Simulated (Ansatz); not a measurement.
# What AlBiSe3 (model cell, started as cubic perovskite with Al in the octahedra) distorts into, part 3 of 3

Aim: this structure of AlBiSe3 (model cell, started as cubic perovskite with Al in the octahedra) is to be tested for unstable modes, and one is followed downhill.

Ansatz 0.2.0; DFT PBEsol, scalar-relativistic, plane waves, PAW.

So far. Step 4 (The mode frozen in, largest atomic shift 0.6 Å): The run ends at a pressure of 1.32 GPa, with forces up to 7.1e-4 eV/Å. Step 5 (Energy along the mode, all amplitudes (two of the runs …): The lowest of the steps tried is the last one, at 0.6 Å, 241 meV/atom below the parent; the bottom of the well need not coincide with a step. The relaxed cell has a = 7.054, c = 16.055 Å (conventional setting).

The structure was built from a prototype and need not be the compound's stable phase.

## Step 7: Modes of the new phase

A relaxed structure may still be a saddle point, so its zone-centre modes are computed. No field response is asked, since the mesh shows no gap.

input.yaml

```yaml
crystal:
  lattice:
    - [4.9881642498, 4.9881642498, 0.0]
    - [4.9881642498, 0.0, 4.9881642498]
    - [4.752534935, 0.2356293148, -4.752534935]
  atoms:
    - { symbol: Bi, position: [0.0, 0.0, 1.0] }
    - { symbol: Bi, position: [0.0, 0.5, 0.5] }
    - { symbol: Al, position: [0.5, 0.25, 0.75] }
    - { symbol: Al, position: [0.5, 0.75, 0.25] }
    - { symbol: Se, position: [0.407096128, 0.5, 0.5] }
    - { symbol: Se, position: [0.592903872, 0.0, 0.0] }
    - { symbol: Se, position: [0.0, 0.092903872, 0.5] }
    - { symbol: Se, position: [0.0, 0.407096128, 0.0] }
    - { symbol: Se, position: [0.592903872, -0.092903872, 0.5] }
    - { symbol: Se, position: [0.407096128, 0.592903872, 0.0] }
kpoints:
  mp_grid: { grid: [6, 6, 6] }
hamiltonian:
  xc: pbesol
scf:
  occupations: { method: methfessel_paxton, width: 0.15 }
output:
  eigenvalues: true
phonons:
  method: dfpt
```

Launch:

```sh
$ ansatz run input.yaml --threads 8 --pin off --max-ram 14336MiB --backend cpu --events-out ev --progress --plain --runs-dir out
```

Numbers of over 12 decimals in the logs are rounded to 6 here.

What it wrote:

```text
[...]
Crystal: 10 atoms, lattice volume = 230.640 Å³
Basis set: ecut = 420 eV, 4493 PW (Γ), exchange–correlation on 96×96×96 points (8 copies of the dense FFT grid, shifted against one another)
Bands: 80, of which v1, the nominal top of the filled ones, is band 66 counted from 1 (65 counted from 0)
Symmetry: 12 space group operations
k-points: 112 of 216 (irreducible under 1 space group operation, time reversal used)
[...]
SCF iter   1: F=—  HF=-58082.469411 eV  |F-HF|=—  |Δ(HF+E_count)|=         —  Δρ=2.34e-3  dr2=1.16e-2  ethr=1.77e-3  ⟨swp⟩=7.1  Hψ=34873  notcnv=0  defer=22
[...]
SCF iter  11: F=-58082.463689 eV  HF=-58082.463689 eV  |F-HF|=0.00e0  |Δ(HF+E_count)|=    0.00e0  S|Δr|=    0.00e0  Δρ=1.62e-8  dr2=7.57e-13  ethr=1.00e-12  ⟨swp⟩=11.1  Hψ=43576  notcnv=0
SCF 1 converged in 11 iterations: F = -58082.463689 eV  dr2 = 7.57e-13
[...]
DFPT response loops at Γ: preconditioner auto → Kerker (q_TF=auto, 2.486 Å⁻¹) (partly filled bands, converged f_vac=0.000); β = 1.00, the filter's whole step (`scf.mixing.beta` (0.50) is not read by the response loops under this deck's `scf.mixing.preconditioner`; to damp them name `kerker` or `kerker_dos`, under which they read `scf.mixing.beta`, and type it under 1.00, their step now; both keys bind the ground state too); Broyden in place of MSR1
SCF converged after 11 iterations
[...]
Free energy (F): -58082.463689 eV
[...]
Internal energy: -58082.467493 eV  (E = F + TS)
E sigma→0 (E₀):  -58082.464640 eV
Entropy (-TS):   0.003804 eV (0.380 meV/atom)
Fermi energy:    9.334761 eV
Step filling:    the computed levels leave a gap of 0.0000 eV = 0.0 smearing widths at the electron count; against every level under it full and every level over it empty, smearing changes F+E_penalty+E_count by +0.961 meV and its σ→0 estimate by +9.86e-3 meV
[...]
--- Band table (eV; the first three rows and the last of 112) ---
  k-point 0: bands = [... 62 lower, 8.5750, 8.8909, 9.1274, 9.1274, 11.1846, 11.4767, 12.3893, 12.3893, ... 10 higher]
  k-point 1: bands = [... 62 lower, 8.3491, 8.6927, 9.0770, 9.0770, 10.6908, 11.6197, 11.9275, 12.1654, ... 10 higher]
  k-point 2: bands = [... 62 lower, 8.3966, 8.4168, 8.6084, 8.6084, 9.6531, 10.4552, 11.8759, 11.9105, ... 10 higher]
  k-point 111: bands = [... 62 lower, 7.9677, 8.2712, 8.4278, 9.0278, 10.1782, 10.3542, 11.2923, 11.6301, ... 10 higher]
--- Phonons (Γ-DFPT): 4 representative perturbations + reference, on 112 of 216 k-points (Σ response iterations 17) ---
  k mesh reduced under 1 symmetry operation, with k and −k counted as one. Each operation leaves every solved perturbation unchanged. A smaller set is not used because it would not reduce the number of displacements times k-points to solve
  ASR residual: 1.166e-5 → 0.000e0 eV/Å²; symmetrization residual: 2.372e-5 eV/Å²
  ASR residual per site (eV/Å²): 7.19e-6 7.19e-6 1.01e-5 1.01e-5 1.17e-5 1.17e-5 1.17e-5 1.17e-5 1.17e-5 1.17e-5
  Γ frequencies (cm⁻¹): -97.83 -78.89 -78.89 -71.78 -52.03 -52.03 0.00 0.00 0.00 70.30 73.96 78.08 78.08 89.33 89.33 134.54 134.54 146.54 146.54 147.72 169.21 169.93 169.93 214.49 244.40 273.69 273.69 281.39 298.86 298.86
  non-analytic LO–TO correction: not included (Born effective charges unavailable; polar crystals: no LO–TO splitting at Γ)
```

Run time: 2.7 min. Hardware: 8 threads of Intel Xeon 6975P-C (Granite Rapids), shared host; peak memory 6.3 GiB; 15 min of CPU time.

This step gave:

- sum-rule residual before enforcement: 1.17e-5 eV/Å²
- point group: -3m
- highest optical mode at the zone centre (no LO-TO term): 298.9 cm⁻¹
- lowest optical zone-centre mode: -97.83 cm⁻¹

Patterns of degenerate modes are one choice out of their space. The modes at Γ (shares of kinetic energy by element, %) (negative means imaginary):

| mode | frequency (cm⁻¹) | symmetry | Bi % | Al % | Se % |
| --- | --- | --- | --- | --- | --- |
| 1 | -97.8 | A2u | 47 | 0 | 53 |
| 2 | -78.9 | Eu | 17 | 0 | 83 |
| 3 | -78.9 | Eu | 17 | 0 | 83 |
| 4 | -71.8 | A2g | 87 | 0 | 13 |
| 5 | -52.0 | Eg | 36 | 0 | 64 |
| 6 | -52.0 | Eg | 36 | 0 | 64 |
| 7 | 0.0 | acoustic | 44 | 6 | 50 |
| 8 | 0.0 | acoustic | 44 | 6 | 50 |
| 9 | 0.0 | acoustic | 44 | 6 | 50 |
| 10 | 70.3 | A2g | 13 | 0 | 87 |
| 11 | 74.0 | A2u | 9 | 32 | 59 |
| 12 | 78.1 | Eg | 55 | 0 | 45 |
| 13 | 78.1 | Eg | 55 | 0 | 45 |
| 14 | 89.3 | Eu | 27 | 23 | 50 |
| 15 | 89.3 | Eu | 27 | 23 | 50 |
| 16 | 134.5 | Eg | 3 | 0 | 97 |
| 17 | 134.5 | Eg | 3 | 0 | 97 |
| 18 | 146.5 | Eu | 12 | 13 | 75 |
| 19 | 146.5 | Eu | 12 | 13 | 75 |
| 20 | 147.7 | A1g | 0 | 0 | 100 |
| 21 | 169.2 | A1u | 0 | 2 | 98 |
| 22 | 169.9 | Eg | 6 | 0 | 94 |
| 23 | 169.9 | Eg | 6 | 0 | 94 |
| 24 | 214.5 | A2g | 0 | 0 | 100 |
| 25 | 244.4 | A2u | 0 | 62 | 38 |
| 26 | 273.7 | Eu | 0 | 67 | 33 |
| 27 | 273.7 | Eu | 0 | 67 | 33 |
| 28 | 281.4 | A1u | 0 | 98 | 2 |
| 29 | 298.9 | Eu | 0 | 91 | 9 |
| 30 | 298.9 | Eu | 0 | 91 | 9 |

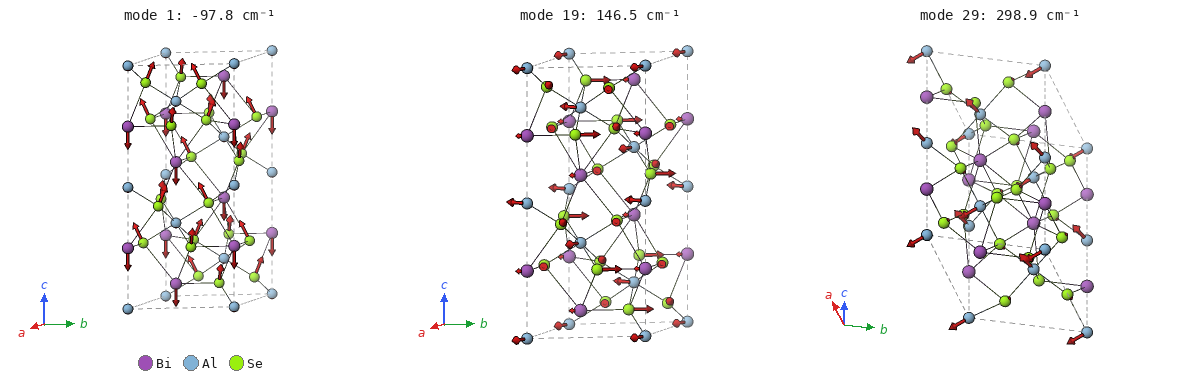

Displacement patterns of modes 1, 19 and 29 at Γ; arrows are exaggerated. Bonds to atoms that aren't drawn are left out. Some periodic images of atoms are drawn too.

Before it was imposed, the acoustic sum rule was missed by 1.2e-5 eV/Å². Small misses are needed for a sound result but don't prove that mesh and cutoff are converged. The lowest optical mode is imaginary, 97.8i cm⁻¹, so the energy falls along it.

## Step 8: What came out

```
unstable mode of the parent                                                      : q = (-0.5, -0.5, -0.5), 148i cm⁻¹
depth at the lowest point sampled                                                : 241 meV/atom
largest atomic shift at that point                                               : 0.6 Å
space group reached (within 0.01 Å)                                              : R-3c
energy gained over the parent (first relaxation, on the mesh of the frozen mode) : 257 meV/atom
volume per atom, phase reached                                                   : 23.1 Å³
lowest optical zone-centre mode, phase reached                                   : -97.8 cm⁻¹
highest optical mode at the zone centre (no LO-TO term), phase reached           : 299 cm⁻¹
```

Along this mode the structure falls into R-3c, 257 meV/atom below the parent. At the parent's cell the well is 241.1 meV/atom deep on the steps tried, with its lowest point at a shift of 0.6 Å. That is the last step tried, so the steps alone don't bracket the bottom of the well. Relaxing atoms and cell changes the gain by +15.89 meV/atom against the lowest step (energies at zero smearing). The new phase still has an imaginary mode at the zone centre of its cell, so it is a saddle point on the way to a lower structure. Of the 5 patterns followed to their end from this parent, this one ends 36.3 meV/atom above the lowest, Imma. Each path keeps the symmetry of its pattern, so a lower phase may lie along a pattern not tried. With no gap, or one that is small against the smearing, the frequencies hang on the k mesh and the smearing, most of all near Kohn anomalies. A semilocal functional can close a gap that the real compound would have, so the metallic treatment may be an artefact of the level. Spin-orbit coupling is left out, which can matter for the heavy elements here. A phonon run warned that its eigensolver left some bands unconverged in a pass. The starting cell was built on a prototype and not taken from a measurement, so the phase need not exist.

[Logs are printed without paths, hosts, clocks, repeated set-up lines and the standing remarks that a program may print on its own settings, such as how far it seeks lower states.]

[Hosts, paths, dates, database ids (printed as entryN), source tags and the programs' standing remarks are cut or masked in the printed files.]
